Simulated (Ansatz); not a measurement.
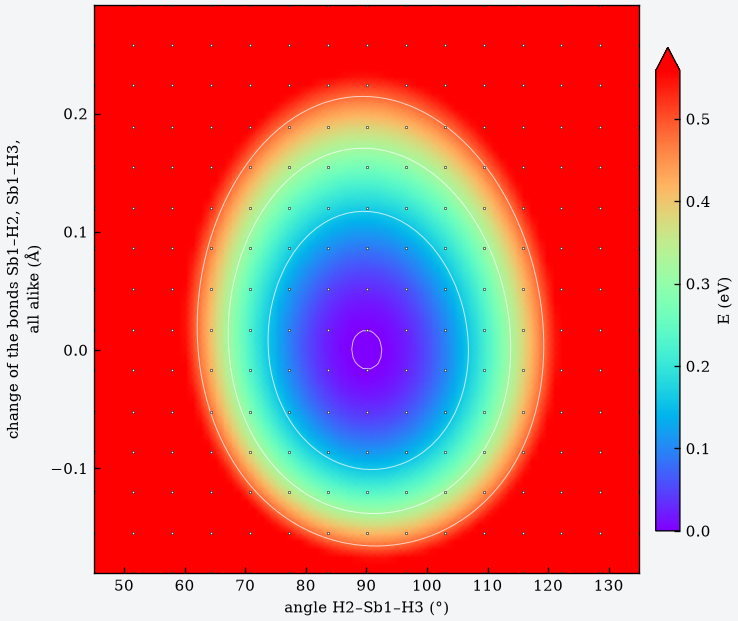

H2Sb, SMILES [SbH2], spin multiplicity 2. Coordinates scanned: (1) angle H2–Sb1–H3; (2) change of the bonds Sb1–H2, Sb1–H3, all alike. Nothing is relaxed (all other coordinates rigid). Grid: 15 × 15 points. Points are written as (first, second). All energies are given in eV relative to the lowest grid point. Computed with Ansatz, UKS PBE0-D4/def2-SVP.

Drawn: a smooth colour map with a few white contour lines, dots at the grid points, one colour for all values above the top of the scale. Between grid points the surface is interpolated.

> Estimate the position of the minimum and the force constants in these coordinates.

The interpolated minimum is at angle H2–Sb1–H3 ≈ 90.1°, the second coordinate ≈ 0.000 Å. The curvatures there are about 4 eV/rad² and 28 eV/Å², with a cross term of about 0.4 eV/(rad·Å). Round the minimum the two coordinates are nearly uncoupled.
